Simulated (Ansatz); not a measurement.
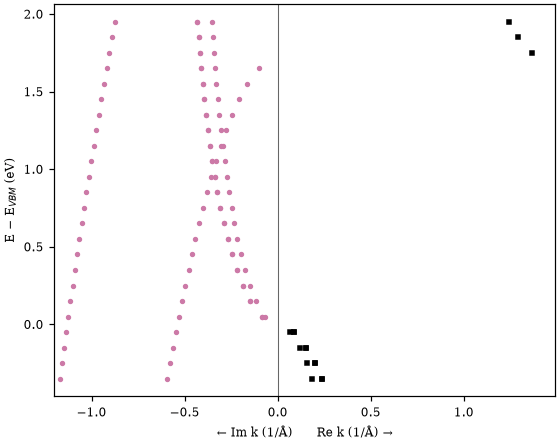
Fig. 1. Complex bands at the centre of the two-dimensional zone; r2SCAN run with Ansatz (an electronic-structure program)

No gap correction and no spin-orbit coupling; mid-gap is the computed energy nearest the middle.

Q: This is SiC (F-43m, zinc blende, 2 atoms a cell, 10.3 Å³ an atom) along the normal of (001). Read off the slowest decay at the centre of the two-dimensional zone at 0.85 eV, the computed energy nearest the middle of the gap.

A: κ ≈ 0.26 1/Å, a decay length 1/(2κ) of the density of 1.9 Å.
